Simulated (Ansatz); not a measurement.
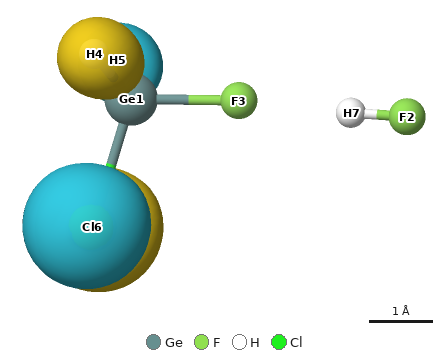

The picture shows: ClFGeH₂···HF. The HOMO at ±0.15 Å⁻³ᐟ² (yellow and cyan are the two phases), seen across its widest extent.

The calculation used Ansatz 0.2.0, RHF/def2-SVP.

```yaml
atoms:
  - { symbol: Ge, position_ang: [-0.8421, 0.0095, -0.6940] }
  - { symbol: F, position_ang: [0.8089, -0.0282, 3.4378] }
  - { symbol: F, position_ang: [-0.1203, 0.0057, 0.8845] }
  - { symbol: H, position_ang: [-0.4131, 1.3043, -1.3529] }
  - { symbol: H, position_ang: [-0.4228, -1.2876, -1.3546] }
  - { symbol: Cl, position_ang: [-2.9548, 0.0121, -0.3676] }
  - { symbol: H, position_ang: [0.4774, -0.0157, 2.5945] }
```

**What is the character of this orbital?**

Its weight (Hirshfeld) is mainly on Cl6 (about 75 %), Ge1 (about 10 %), H4 (about 5 %) and H5 (about 5 %); largely a lone pair of Cl6. Its energy is −12.88 eV.
